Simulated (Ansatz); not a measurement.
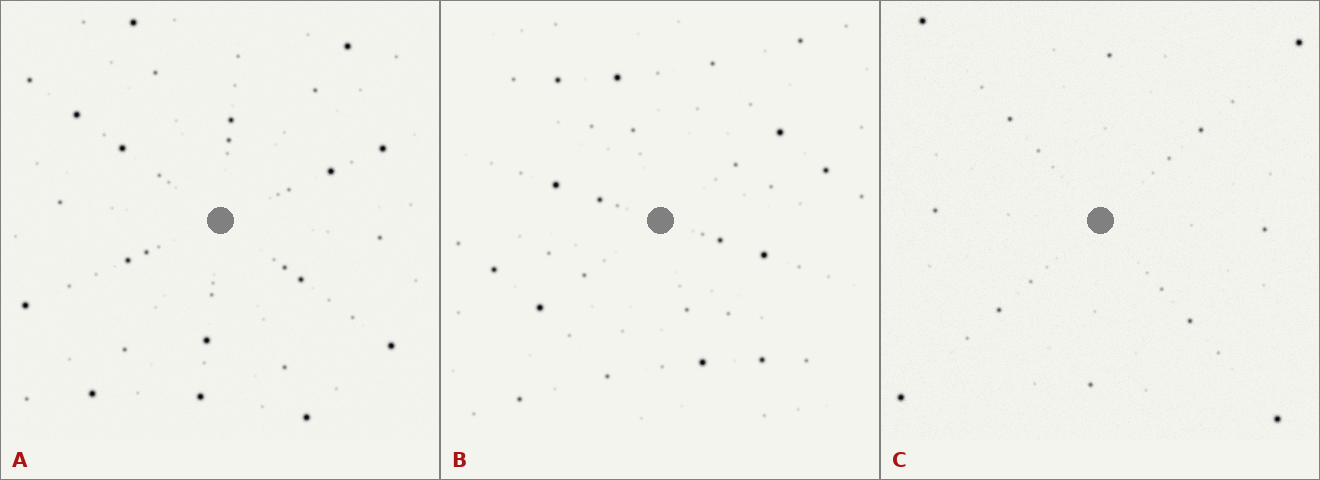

Simulated back-reflection Laue patterns (white X-rays, 0.45 to 2.2 Å, flat plate covering ±45° about the beam, kinematic intensities, seen from the source). Crystal: C, space group Fd-3m (No. 227), a = 3.550 Å. Structure: the input geometry of an electronic-structure calculation (not necessarily at equilibrium); the starting structure was generated, so it need not be a known form of this composition.

**The directions [001], [110], [111] point towards the source, in some order. Which is which?**

A: [111], symmetry 3m (a threefold axis with three mirror lines). B: [110], symmetry 2mm (a twofold axis with two mirror lines). C: [001], symmetry 4mm (a fourfold axis with mirror lines). The Laue class is m-3m.
